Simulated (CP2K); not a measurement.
# InHF2 (SMILES [F][InH][F]) at PM3

What is the vertical electron affinity of InHF2 at PM3? 

Program for the calculation: CP2K 2026.2.

4 further runs of the same task are left out: 1 that didn't finish, 3 set aside as unsound or not needed.

### Step 1. The molecule

The species is InHF2 (4 atoms), meant as a singlet with charge 0. SMILES: `[F][InH][F]`. The coordinates come from a PBE0-D4/def2-TZVP relaxation.

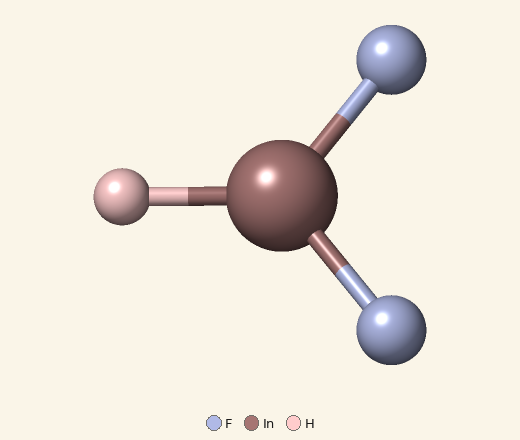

Viewed from a chosen angle; fluorine light blue, indium brown, hydrogen pink.

### Step 2. Energy and gradient at PM3

Contents of molecule.xyz:

```xyz
4

F     -1.694300    -0.668800     0.241700
In     0.043800     0.113800    -0.088400
F      1.340800    -1.004700     0.811200
H      0.365400     1.499400    -0.984800
```

Contents of calc.inp:

```
&GLOBAL
    PROJECT calc
    RUN_TYPE ENERGY_FORCE
    PRINT_LEVEL MEDIUM
&END

&FORCE_EVAL
    METHOD QS
    &DFT
        &QS
            METHOD PM3
            EPS_DEFAULT 1.0E-10
            &SE
                &COULOMB
                    CUTOFF [angstrom] 50
                    RC_RANGE [angstrom] 0
                &END
                &EXCHANGE
                    CUTOFF [angstrom] 50
                    RC_RANGE [angstrom] 0
                &END
            &END
        &END
        &POISSON
            PERIODIC NONE
            POISSON_SOLVER ANALYTIC
        &END
        &SCF
            SCF_GUESS ATOMIC
            EPS_SCF 1.0E-06
            MAX_SCF 100
            ADDED_MOS 8
            &DIAGONALIZATION
                ALGORITHM STANDARD
            &END
            &MIXING
                METHOD DIRECT_P_MIXING
                ALPHA 0.4
            &END
        &END
        &PRINT
            &MOMENTS
                PERIODIC F
                REFERENCE COM
                MAX_MOMENT 1
            &END
            &MO ON
                ENERGIES T
                OCCUPATION_NUMBERS T
                NDIGITS 6
                &EACH
                    QS_SCF 0
                &END
                ADD_LAST NUMERIC
            &END
            &HIRSHFELD OFF
            &END
        &END
    &END
    &SUBSYS
        &CELL
            ABC 11 10.5 9.8
            PERIODIC NONE
        &END
        &TOPOLOGY
            COORD_FILE_NAME molecule.xyz
            COORD_FILE_FORMAT XYZ
            &CENTER_COORDINATES
            &END
        &END
    &END
    &PRINT
        &FORCES ON
        &END
    &END
&END
```

Started as:

```console
$ OMP_NUM_THREADS=1 cp2k.psmp -i calc.inp > calc.out 2>&1
```

The log of the run:

```text
CP2K| version string:                                       CP2K version 2026.2
[...]
 GLOBAL| Method name                                                        CP2K
[...]
 GLOBAL| Run type                                                   ENERGY_FORCE
[...]
 *** WARNING in qs_environment.F:2210 :: More added MOs requested than     ***
 *** available. The full set of unoccupied MOs will be used. Use           ***
 *** 'ADDED_MOS -1' to always use all available MOs and to get rid of this ***
[...]
                             - Atoms:                                          4
[...]
                             - Spherical basis functions:                     13
[...]
 Number of electrons:                                                         18
[...]
     1 P_Mix/Diag. 0.40E+00    0.0     0.79829426       -33.1556424697 -3.32E+01
[...]
    16 DIIS/Diag.  0.27E-06    0.0     0.00000072       -34.9113740602 -6.96E-11
  *** SCF run converged in    16 steps ***
  Core-core repulsion energy [eV]:                            524.83136774701211
  Core Hamiltonian energy [eV]:                             -1648.11426774329880
  Two-electron integral energy [eV]:                          346.59219896914419
  Electronic energy [eV]:                                   -1474.81816825872670
  Total energy [eV]:                                         -949.98680051171459
  Atomic reference energy [eV]:                               946.49547595504703
  Heat of formation [kcal/mol]:                               -80.51186331465544
[...]
 SE_DIPOLE| Moment [Debye]         -0.51385284      -2.21509865       1.43268915
 SE_DIPOLE| Derivative [a.u.]       0.00000000       0.00000000       0.00000000
 ENERGY| Total FORCE_EVAL ( QS ) energy [hartree]            -34.911374060193573
 FORCES| Atomic forces [hartree/bohr]
 FORCES|   Atom     x               y               z               |f|
 FORCES|      1  1.98675405E-03 -9.66241418E-04  8.76299557E-04   2.37670255E-03
 FORCES|      2  9.42371881E-04  3.99633326E-03 -2.58739273E-03   4.85317890E-03
 FORCES|      3 -2.33602110E-03 -4.80568825E-04  6.02940185E-05   2.38570249E-03
 FORCES|      4 -5.93104824E-04 -2.54952302E-03  1.65079916E-03   3.09466942E-03
 FORCES| Sum    -3.12250226E-16 -2.77555756E-17  5.55111512E-17
 FORCES| Total atomic force                                       3.18358388E-16
[...]
```

Run time: 1.6 s. Hardware: 1 thread of AMD EPYC, shared host; peak memory 0.18 GiB.

### Step 3. The doublet anion at the same level

molecule.xyz is that of step 2.

Contents of run.inp:

```
&GLOBAL
  PROJECT run
  RUN_TYPE ENERGY_FORCE
  PRINT_LEVEL MEDIUM
&END GLOBAL
&FORCE_EVAL
  METHOD QUICKSTEP
  &DFT
    CHARGE -1
    MULTIPLICITY 2
    LSD T
    ! Quickstep
    &QS
      METHOD PM3
      EPS_DEFAULT 1.0E-10
      &SE
        &COULOMB
          CUTOFF [angstrom] 50
          RC_RANGE [angstrom] 0
        &END COULOMB
        &EXCHANGE
          CUTOFF [angstrom] 50
          RC_RANGE [angstrom] 0
        &END EXCHANGE
      &END SE
    &END QS
    &POISSON
      PERIODIC NONE
      POISSON_SOLVER ANALYTIC
    &END POISSON
    ! SCF settings
    &SCF
      SCF_GUESS ATOMIC
      EPS_SCF 1.0E-06
      MAX_SCF 80
      ADDED_MOS 2
      &DIAGONALIZATION
        ALGORITHM STANDARD
      &END DIAGONALIZATION
      &MIXING
        METHOD DIRECT_P_MIXING
        ALPHA 0.4
      &END MIXING
    &END SCF
    &PRINT
      &MOMENTS
        PERIODIC F
        REFERENCE COM
        MAX_MOMENT 1
      &END MOMENTS
      &MO ON
        ENERGIES T
        OCCUPATION_NUMBERS T
        NDIGITS 6
        &EACH
          QS_SCF 0
        &END EACH
        ADD_LAST NUMERIC
      &END MO
      &HIRSHFELD OFF
      &END HIRSHFELD
    &END PRINT
  &END DFT
  &SUBSYS
    ! vacuum box
    &CELL
      ABC 11 10.5 9.8
      PERIODIC NONE
    &END CELL
    &TOPOLOGY
      COORD_FILE_NAME molecule.xyz
      COORD_FILE_FORMAT XYZ
      &CENTER_COORDINATES
      &END CENTER_COORDINATES
    &END TOPOLOGY
  &END SUBSYS
  &PRINT
    &FORCES ON
    &END FORCES
  &END PRINT
&END FORCE_EVAL
```

Started as:

```console
$ OMP_NUM_THREADS=1 cp2k.psmp -i run.inp > run.out 2>&1
```

The log of the run:

```text
CP2K| version string:                                       CP2K version 2026.2
[...]
 GLOBAL| Method name                                                        CP2K
[...]
 GLOBAL| Run type                                                   ENERGY_FORCE
[...]
                             - Atoms:                                          4
[...]
                             - Spherical basis functions:                     13
[...]
 Number of electrons:                                                         10
[...]
     1 P_Mix/Diag. 0.40E+00    0.0     0.37342210       -33.5108462843 -3.35E+01
[...]
    18 DIIS/Diag.  0.22E-06    0.0     0.00000083       -35.0393862117 -1.36E-11
  *** SCF run converged in    18 steps ***
  Core-core repulsion energy [eV]:                            524.83136774701211
  Core Hamiltonian energy [eV]:                             -1670.82566495969490
  Two-electron integral energy [eV]:                          385.04821781438335
  Electronic energy [eV]:                                   -1478.30155605250320
  Total energy [eV]:                                         -953.47018830549098
  Atomic reference energy [eV]:                               946.49547595504703
  Heat of formation [kcal/mol]:                              -160.84070051452750
[...]
 SE_DIPOLE| Moment [Debye]         -0.28057469      -1.20939113       0.78251975
 SE_DIPOLE| Derivative [a.u.]       0.00000000       0.00000000       0.00000000
 ENERGY| Total FORCE_EVAL ( QS ) energy [hartree]            -35.039386211730445
 FORCES| Atomic forces [hartree/bohr]
 FORCES|   Atom     x               y               z               |f|
 FORCES|      1 -1.18333269E-02 -5.21311774E-03  2.16812339E-03   1.31112540E-02
 FORCES|      2  3.31746437E-03  1.42408445E-02 -9.20385045E-03   1.72776759E-02
 FORCES|      3  8.87165084E-03 -7.49719408E-03  6.04819557E-03   1.30956015E-02
 FORCES|      4 -3.55788297E-04 -1.53053265E-03  9.87531483E-04   1.85589168E-03
 FORCES| Sum     6.93889390E-17  2.77555756E-17 -4.16333634E-17
 FORCES| Total atomic force                                       8.55484295E-17
[...]
```

Wall time 1.9 s (1 thread of AMD EPYC, shared host); peak memory 0.18 GiB.

### Step 4. What came out

Level: PM3.

| quantity | value |
| --- | --- |
| singlet InHF2: total energy | -34.91137 Eh |
| singlet InHF2: dipole moment | 2.69 D |
| singlet InHF2: HOMO energy | -13.52 eV |
| singlet InHF2: LUMO energy | -3.17 eV |
| singlet InHF2: HOMO–LUMO gap | 10.35 eV |
| singlet InHF2: heat of formation | -80.5 kcal/mol |
| singlet InHF2: largest force on an atom | 0.250 eV/Å |
| doublet anion: total energy | -35.03939 Eh |
| doublet anion: HOMO energy (highest over α and β) | -3.77 eV |
| doublet anion: LUMO energy (lowest over α and β) | 2.95 eV |
| doublet anion: heat of formation at this unrelaxed shape | -160.8 kcal/mol |
| doublet anion: largest force on an atom | 0.888 eV/Å |
| vertical electron affinity (to the doublet anion) | 3.483 eV |

At fixed nuclei the extra electron is bound by 3.48 eV (80 kcal/mol). A minimal valence basis can't be trusted even for the sign of an electron affinity.
